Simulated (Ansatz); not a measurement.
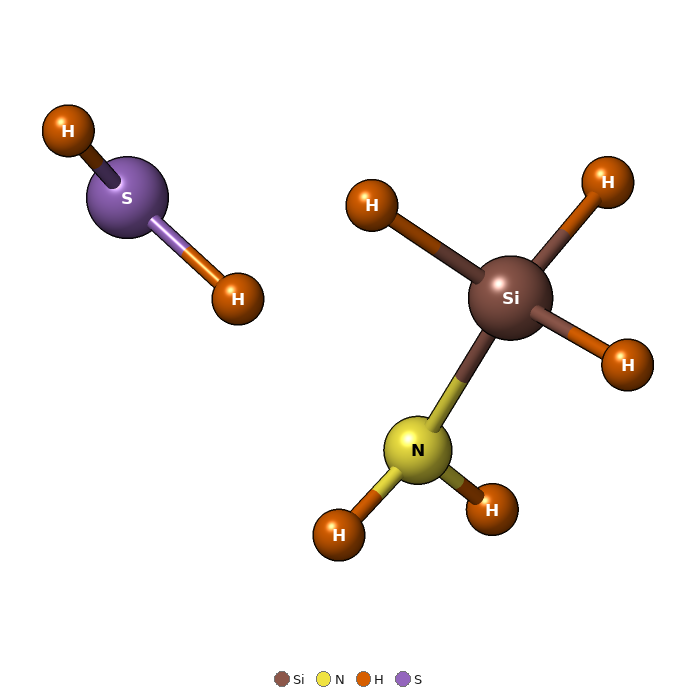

Harmonic vibrations computed with RKS PBE0-D4/def2-TZVP (Ansatz 0.2.0) at a stationary point of the same level.

Question: Is this a minimum or a saddle point?

Answer: A minimum: no imaginary frequency, and the lowest mode lies at 32 cm⁻¹.

Question: How many vibrational modes are there, and where do they lie?

Answer: 24 modes: 32, 45, 72, 118, 186, 281, 408, 535, 632, 709, 832, 926, 929, 970, 977, 1232, 1587, 2193, 2234, 2247, 2577, 2731, 3580, 3668 cm⁻¹.
